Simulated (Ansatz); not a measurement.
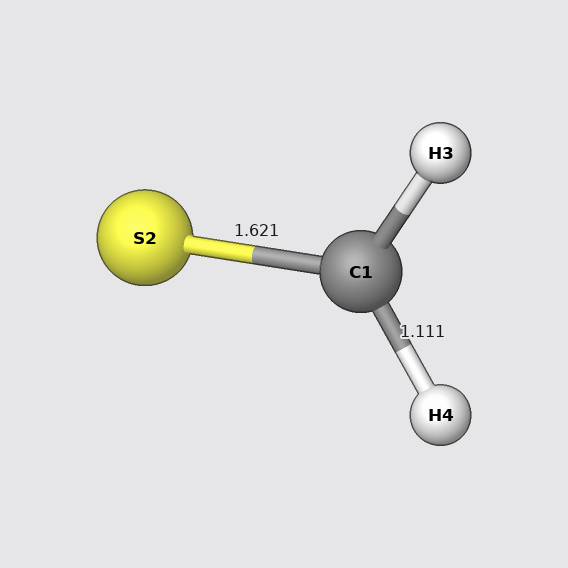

Bond lengths are marked in Å; every bond is drawn as one stick. The computed structure is the end point of a PBE-D4/def2-SVP optimisation. No frequency run is at hand to confirm it as a minimum.

Q: Which of the marked bonds are single, double, triple or aromatic?

A: C1–S2 double; C1–H4 single.

Q: Give the structure as SMILES.

A: C=S
